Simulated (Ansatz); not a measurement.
# Ligand exchange: Cd(CH3)(SH) + GaH(SH)2 → Cd(SH)2 + GaH(CH3)(SH)

Species: Cd(CH3)(SH), singlet; GaH(SH)2, singlet; Cd(SH)2, singlet; GaH(CH3)(SH), singlet. The partners trade CH3 for SH: Cd–CH3 and Ga–SH bonds give way to Cd–SH and Ga–CH3.

Shapes, held fixed at every level: PBE0-D4/def2-TZVP. Flexible molecules stand in one conformer, not always the lowest. Programs: Ansatz 0.2.0. Electronic energies: no zero-point or thermal term.

```
                level                   kind  ΔE (kJ/mol)  less CCSD(T)/def2-TZVPP  CPU time (sum over the molecules)
          HF/def2-SVP           Hartree–Fock        -20.6                    -19.3                                  –
    PBE-D4/def2-TZVPP                    GGA         -2.1                     -0.8                               24 s
  B3LYP-D4/def2-TZVPP          global hybrid         -4.9                     -3.6                               44 s
  BHLYP-D4/def2-TZVPP          global hybrid         -9.3                     -8.0                               29 s
r2SCAN0-D4/def2-TZVPP          global hybrid         -7.0                     -5.7                               48 s
    B2PLYP/def2-TZVPP          double hybrid         -3.9                     -2.6                               52 s
     CCSD(T)/def2-SVP  coupled cluster or CI         -4.1                     -2.8                               40 s
   CCSD(T)/def2-TZVPP  coupled cluster or CI         -1.3                      0.0                            8.2 min
```

The highest level, CCSD(T)/def2-TZVPP, gives ΔE = -1.3 kJ/mol; the levels span -20.6 to -1.3. That is about zero within the method's error. The column of differences is taken from that level and isn't an error. No measured value is set beside it here. For atoms past krypton def2 sets carry core potentials with scalar relativity. Relativity is left out for Ga unless named. Correlated rows may include outer-core shells of Cd, Ga, which these sets cover unevenly. Times are processor times on shared x86 and Arm servers, and rough.

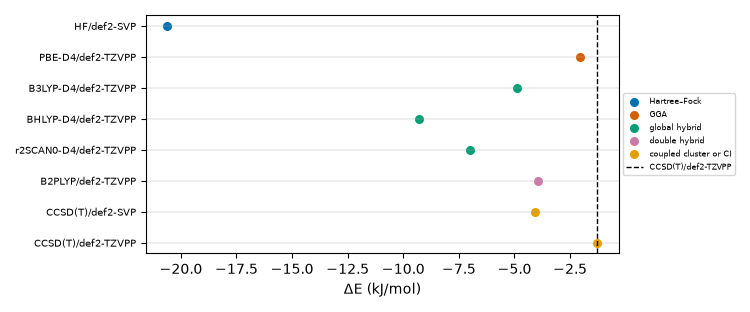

The values of the table, level by level.
